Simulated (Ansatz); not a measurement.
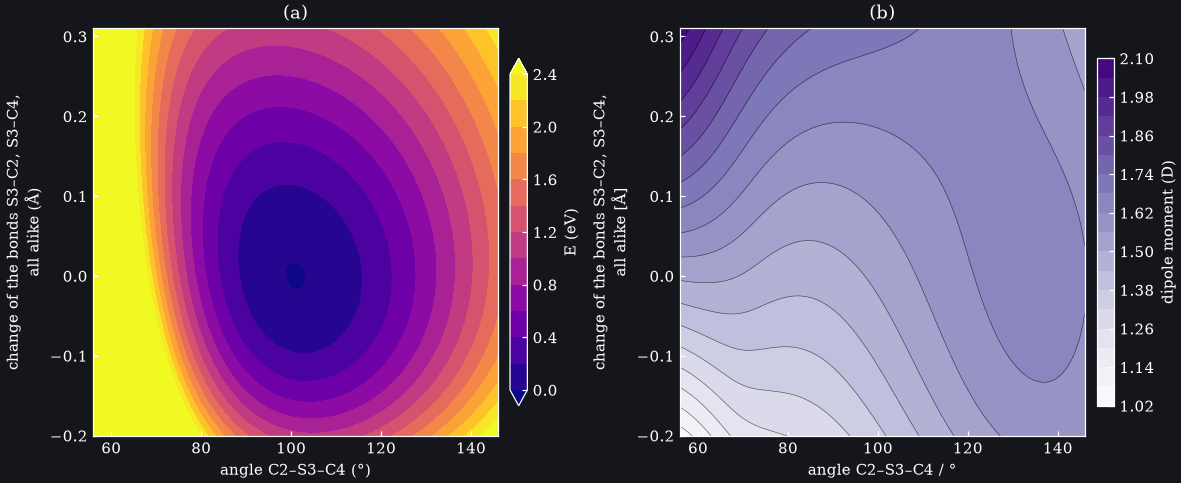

C₂H₉BSSi, SMILES BCSC[SiH3]. The first coordinate is: angle C2–S3–C4; the second: change of the bonds S3–C2, S3–C4, all alike. Nothing is relaxed (all other coordinates rigid). The scan uses a 15 × 15 grid. Points are written as (first, second). Energies are in eV, from the lowest grid point. Computed with RKS PBE-D4/def2-SVP in Ansatz.

Panel (a) is the energy and panel (b) the computed dipole moment on the same grid.

In the figure: filled contours, one colour for all values above the top of the scale. Between grid points the surface is interpolated.

Question: How does the dipole moment vary over the map, and what is it at the lowest grid point?

Answer: Leaving out the highest fifth of the energies, it runs from 1.29 D at (88.1°, −0.201 Å) to 1.88 D at (68.8°, 0.311 Å). At the lowest grid point, (101.0°, 0.018 Å), it is 1.53 D.

```csv
"second ↓, first →",56.0,62.4,68.8,75.2,81.7,88.1,94.5,101.0,107.4,113.8,120.2,126.7,133.1,139.5,145.9
0.311,2.07,1.97,1.88,1.80,1.76,1.73,1.71,1.70,1.68,1.67,1.65,1.63,1.60,1.57,1.53
0.274,2.01,1.92,1.83,1.76,1.72,1.69,1.68,1.67,1.67,1.66,1.65,1.63,1.61,1.58,1.54
0.238,1.95,1.87,1.79,1.72,1.68,1.66,1.65,1.65,1.65,1.65,1.64,1.63,1.62,1.59,1.56
0.201,1.89,1.82,1.74,1.68,1.65,1.63,1.63,1.63,1.64,1.64,1.64,1.64,1.63,1.61,1.57
0.164,1.83,1.77,1.70,1.64,1.61,1.60,1.60,1.61,1.62,1.63,1.64,1.64,1.63,1.62,1.59
0.128,1.76,1.71,1.66,1.61,1.58,1.57,1.58,1.59,1.61,1.62,1.63,1.64,1.64,1.63,1.60
0.091,1.69,1.66,1.61,1.57,1.54,1.54,1.55,1.57,1.59,1.61,1.63,1.64,1.64,1.63,1.61
0.055,1.62,1.60,1.57,1.53,1.51,1.51,1.53,1.55,1.58,1.60,1.63,1.64,1.65,1.64,1.62
0.018,1.55,1.54,1.52,1.49,1.48,1.48,1.50,1.53,1.56,1.59,1.62,1.64,1.65,1.64,1.62
−0.018,1.47,1.48,1.48,1.46,1.45,1.45,1.48,1.51,1.55,1.58,1.61,1.63,1.65,1.64,1.62
−0.055,1.39,1.42,1.43,1.42,1.41,1.42,1.45,1.49,1.53,1.57,1.60,1.63,1.64,1.64,1.62
−0.091,1.31,1.35,1.38,1.38,1.38,1.39,1.42,1.46,1.51,1.55,1.59,1.62,1.63,1.63,1.61
−0.128,1.23,1.28,1.33,1.34,1.34,1.36,1.39,1.44,1.48,1.53,1.57,1.60,1.62,1.62,1.60
−0.164,1.14,1.21,1.27,1.30,1.30,1.33,1.36,1.41,1.46,1.51,1.55,1.58,1.60,1.60,1.58
−0.201,1.05,1.13,1.22,1.25,1.26,1.29,1.32,1.37,1.43,1.48,1.52,1.56,1.58,1.58,1.56
```
